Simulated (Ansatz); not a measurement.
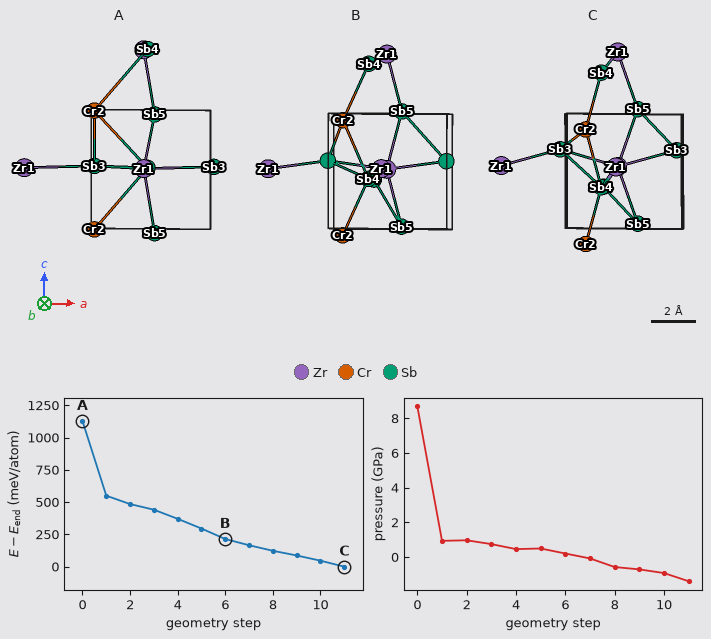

Frames of a relaxation of crystalline ZrCrSb₃ (built on the cubic perovskite type) (coarse preliminary run), marked on the history of the run. Style: ball-and-stick. Shown: the cell of the calculation, along the b axis.

The calculation used DFT PBE, scalar-relativistic, plane waves, PAW in Ansatz 0.2.0.

Input
```yaml
crystal:
  lattice:
    - [5.5495613372, 0.0333144458, -0.0215377918]
    - [0.0333144458, 5.4221715707, -0.0034240433]
    - [-0.0215377918, -0.0034240433, 5.5202530221]
  atoms:
    - { symbol: Zr, position: [0.4411809857, 0.4627696889, 0.5063221656] }
    - { symbol: Cr, position: [0.0273236201, 0.0158609648, -0.0086135369], spin: 5.25 }
    - { symbol: Sb, position: [0.0275459816, 0.4749459208, 0.5256691488] }
    - { symbol: Sb, position: [0.471997124, 1.0318913427, 0.5130051974] }
    - { symbol: Sb, position: [0.5319522886, 0.5145320828, -0.0363829749] }
basis:
  ecutwfc: 420
kpoints:
  mp_grid: { grid: [4, 4, 4] }
hamiltonian:
  xc: pbe
scf:
  occupations: { method: gaussian, width: 0.1 }
output:
  forces: true
  stress: true
  eigenvalues: true
  populations: true
magnetization:
  spin_polarized: true
relax:
  adjacent_minimum: "off"
  f_tol: 0.015
  max_steps: 120
  cell: { stress_tol: 0.15 }
```

Run as
```bash
ansatz run input.yaml --threads 1 --pin off --max-ram 2560MiB --backend cpu --events-out ev --progress --plain --runs-dir out
```

> Describe the path.

The run was cut off at its time limit before the relaxation converged, so the last structure is only a point on the way. The energy falls by 1128 meV per atom in 11 geometry steps. The largest force component goes from 8.9 to 0.35 eV/Å. The pressure goes from 8.68 to −1.39 GPa. Sb4 moves most relative to the cell: 1.18 Å along [−1 0 −1]. By element the largest moves are Sb 1.18 Å, Cr 1.16 Å, Zr 0.37 Å. The drawn cell changes as follows: a 5.550 → 5.413 Å (−2.5 %), b 5.422 → 5.381 Å (−0.8 %), c 5.520 → 5.324 Å (−3.6 %), α 90.1° → 89.6°, γ 89.3° → 87.4°; the volume changes by −6.8 %. Near-neighbour distances that change, for instance: Zr1–Cr2 4.620 → 3.085 Å, Sb4–Sb5 4.141 → 3.082 Å, Cr2–Sb5 3.883 → 2.857 Å, Cr2–Sb4 3.779 → 2.801 Å. New bonds form, among them: Cr2–Sb5 (3.88 → 2.86 Å). Bond angles that change, for instance: Sb4–Zr1–Sb4 172.5° → 132.2°, Zr1–Sb4–Zr1 172.5° → 132.2°, Sb3–Zr1–Sb3 174.7° → 134.9°. The space group stays P1 (No. 1). From step 0 to 6: Sb4 moves most (0.90 Å), volume −2.0 %, energy −914 meV per atom. From step 6 to 11: Cr2 moves most (0.84 Å), volume −4.8 %, energy −214 meV per atom.

```json
{"step": "0", "E − E(0), meV/atom": "0.00", "largest force component, eV/Å": "8.9463", "pressure, GPa": "8.68", "volume, Å³/atom": "33.220"}
{"step": "1", "E − E(0), meV/atom": "-578.43", "largest force component, eV/Å": "2.1046", "pressure, GPa": "0.94", "volume, Å³/atom": "33.544"}
{"step": "2", "E − E(0), meV/atom": "-643.45", "largest force component, eV/Å": "0.8500", "pressure, GPa": "0.97", "volume, Å³/atom": "32.917"}
{"step": "3", "E − E(0), meV/atom": "-687.03", "largest force component, eV/Å": "0.4861", "pressure, GPa": "0.75", "volume, Å³/atom": "32.764"}
{"step": "4", "E − E(0), meV/atom": "-757.73", "largest force component, eV/Å": "0.7253", "pressure, GPa": "0.46", "volume, Å³/atom": "32.695"}
{"step": "5", "E − E(0), meV/atom": "-833.05", "largest force component, eV/Å": "0.8995", "pressure, GPa": "0.50", "volume, Å³/atom": "32.580"}
{"step": "6", "E − E(0), meV/atom": "-914.28", "largest force component, eV/Å": "0.4429", "pressure, GPa": "0.21", "volume, Å³/atom": "32.544"}
{"step": "7", "E − E(0), meV/atom": "-962.56", "largest force component, eV/Å": "0.4996", "pressure, GPa": "-0.08", "volume, Å³/atom": "32.501"}
{"step": "8", "E − E(0), meV/atom": "-1005.42", "largest force component, eV/Å": "0.4145", "pressure, GPa": "-0.57", "volume, Å³/atom": "32.506"}
{"step": "9", "E − E(0), meV/atom": "-1041.65", "largest force component, eV/Å": "0.4052", "pressure, GPa": "-0.71", "volume, Å³/atom": "32.330"}
{"step": "10", "E − E(0), meV/atom": "-1082.12", "largest force component, eV/Å": "0.2707", "pressure, GPa": "-0.92", "volume, Å³/atom": "31.826"}
{"step": "11", "E − E(0), meV/atom": "-1128.45", "largest force component, eV/Å": "0.3474", "pressure, GPa": "-1.39", "volume, Å³/atom": "30.978"}
```
